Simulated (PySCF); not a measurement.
Consider AlH2O2···CH3···CH3 (charge +3).

```xyz
13

Al    1.1730    0.3180   -0.0137
C     2.4282   -2.0850    1.6230
O     1.2125   -1.0201    1.0795
H     2.3936   -1.8957    2.7041
H     3.3257   -1.7258    1.1062
H     2.0274   -3.0453    1.2723
H     0.3893   -1.3349    1.5280
C     1.3239    3.3711   -0.8826
O     1.2132    1.6744   -1.0834
H     2.2407    3.5780   -1.4505
H     1.3988    3.4877    0.2047
H     0.3744    3.6873   -1.3346
H     1.1371    1.5485   -2.0613
```

Geometry: PBE0-D3(BJ)/def2-SVPD.

These are results of wB97M-D3(BJ)/def2-SVPD, SCF density, gas phase (PySCF), not measurements.

What will maps of the electron density and electron localisation function show?

Answer. C8···O9 (1.71 Å): the density falls to about 0.68 e/Å³ on the way; the ELF peaks at about 0.90 in the valence shell of O, 0.6 Å from its nucleus, and is about 0.70 at the midpoint.
Al–O (1.73 Å): the density is about 0.82 e/Å³ at the midpoint; the ELF peaks at about 0.85 in the valence shell of O, 0.6 Å from its nucleus, and is about 0.45 at the midpoint.
O–H (0.99 Å): the density is about 3.6 e/Å³ at the midpoint; the ELF climbs to about 1 towards the hydrogen, as it does in any bond to H: a covalent bond by its length.
C–H (1.10 Å): ρ at the midpoint is about 2.1 e/Å³; the ELF climbs to about 1 towards the hydrogen (an ordinary covalent bond to hydrogen).

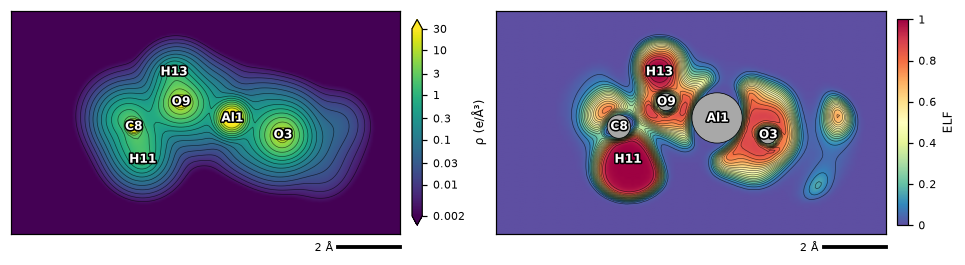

Computed electron density and electron localisation function on the plane of atoms Al1, O9 and H13, in this order. Grey discs cover the atomic cores in the ELF map. 
